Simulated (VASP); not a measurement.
Band structure of SnO2 (rutile). All values below come from optB88-vdW, VASP's PBE PAW potentials (set 64) (plane waves; VASP).

Unless said otherwise, spin-orbit coupling is left out, though it shifts the bands of the heavy elements here.

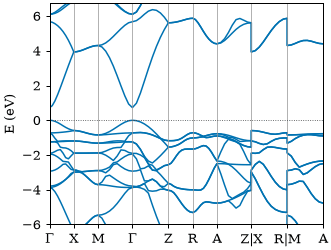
Figure. Bands along high-symmetry lines, zero at the valence-band maximum or, without a gap, the Fermi level

Task: Read the plot: is there a gap, and where are the band edges?

Result: The gap is direct, 0.73 eV, from the valence maximum at Γ to the conduction minimum at Γ. (Edges off the drawn lines would not show.)

The compound is SnO2 in the rutile structure. It was relaxed first.
